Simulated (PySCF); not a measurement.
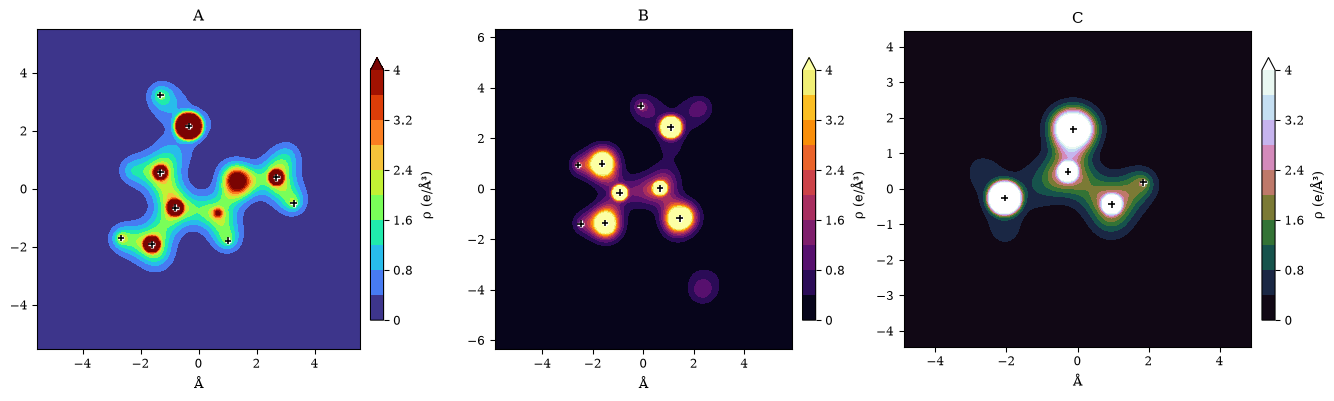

The total electron density of 3 systems, each on a plane through atoms (crosses mark nuclei in the plane).

All numbers below come from PySCF 2.14.0, PBE0/pcSseg-1, SCF density, gas phase, non-relativistic.

System 1: C$_{3}$H$_{5}$Cl$_{3}$OSi (SMILES O=C([SiH3])CC(Cl)(Cl)Cl), the plane of atoms Si3, C2 and C4. Geometry: GFN2-xTB.

```xyz
13

O     0.7438   -1.7371   -1.0699
C     0.5628   -0.6709   -0.5383
Si    1.9408    0.0880    0.5756
C    -0.7504    0.0835   -0.7966
C    -1.5953    0.1900    0.4518
Cl   -0.8432    1.2695    1.6437
Cl   -1.8040   -1.4117    1.2014
Cl   -3.2079    0.8472    0.0616
H     1.9039    1.5400    0.4179
H     3.1821   -0.4739    0.0522
H     1.7007   -0.3501    1.9455
H    -1.3185   -0.4598   -1.5574
H    -0.5191    1.0859   -1.1624
```

System 2: C$_{4}$H$_{13}$BO$_{3}$Si$_{2}$ (SMILES OB(O)C1(OC[SiH3])C[SiH2]C1), the plane of atoms B2, C4 and O5. Geometry: GFN2-xTB.

```csv
atom,x (Å),y (Å),z (Å)
O,-2.0135,-1.8630,0.2120
B,-0.7278,-1.5527,-0.0955
O,0.2163,-2.4896,-0.3342
C,-0.4297,0.0170,-0.2293
O,0.9285,0.3977,-0.4002
C,1.8042,0.0182,0.6414
Si,3.4550,0.8334,0.1778
C,-1.2485,0.5487,-1.4364
Si,-2.6161,1.1457,-0.2554
C,-1.1484,0.8114,0.9029
H,-2.2524,-2.7911,0.2476
H,-0.0566,-3.4091,-0.3020
H,1.8743,-1.0741,0.7051
H,1.4267,0.3711,1.6108
H,3.2680,2.2832,0.1085
H,3.9082,0.3222,-1.1136
H,4.4445,0.5212,1.2180
H,-0.6888,1.3563,-1.9045
H,-1.4615,-0.1973,-2.1974
H,-3.0309,2.5444,-0.4032
H,-3.7775,0.2738,-0.1015
H,-1.3007,0.2502,1.8209
H,-0.5781,1.7095,1.1385
```

System 3: C$_{5}$H$_{11}$FOSi, the plane of atoms C4, C5 and H16. Geometry: GFN2-xTB.

| atom | x (Å) | y (Å) | z (Å) |
| --- | --- | --- | --- |
| C | -1.5912 | -1.9033 | 0.5964 |
| O | -0.6936 | -1.0376 | -0.0468 |
| C | -0.9481 | 0.3261 | 0.1792 |
| C | 0.2749 | 1.1198 | -0.1937 |
| C | 0.0139 | 2.5358 | -0.6070 |
| C | 1.4791 | 0.5640 | -0.1347 |
| Si | 1.8361 | -1.1868 | 0.4413 |
| F | 1.1643 | -1.4773 | 1.8854 |
| H | -1.2754 | -2.9154 | 0.3535 |
| H | -1.5625 | -1.7677 | 1.6834 |
| H | -2.6158 | -1.7428 | 0.2400 |
| H | -1.1811 | 0.4999 | 1.2435 |
| H | -1.8185 | 0.6525 | -0.4121 |
| H | -0.4962 | 2.5564 | -1.5703 |
| H | -0.6281 | 3.0327 | 0.1197 |
| H | 0.9435 | 3.0912 | -0.6950 |
| H | 2.3267 | 1.1737 | -0.4179 |
| H | 1.5034 | -2.2918 | -0.4397 |
| H | 3.2587 | -1.2200 | 0.7978 |

### Match each panel to its system.

Panel A is system 3, C$_{5}$H$_{11}$FOSi: the plane holds C, Si and H. C–C (1.33 Å): ρ at the midpoint is about 2.3 e/Å³. Panel B is system 2, C$_{4}$H$_{13}$BO$_{3}$Si$_{2}$: the plane holds O, B, C, Si and H. B–O (1.35 Å): the density is about 2.2 e/Å³ at the midpoint. Panel C is system 1, C$_{3}$H$_{5}$Cl$_{3}$OSi: the plane holds O, C, Si and H. C–O (1.21 Å): ρ at the midpoint is about 3.3 e/Å³.
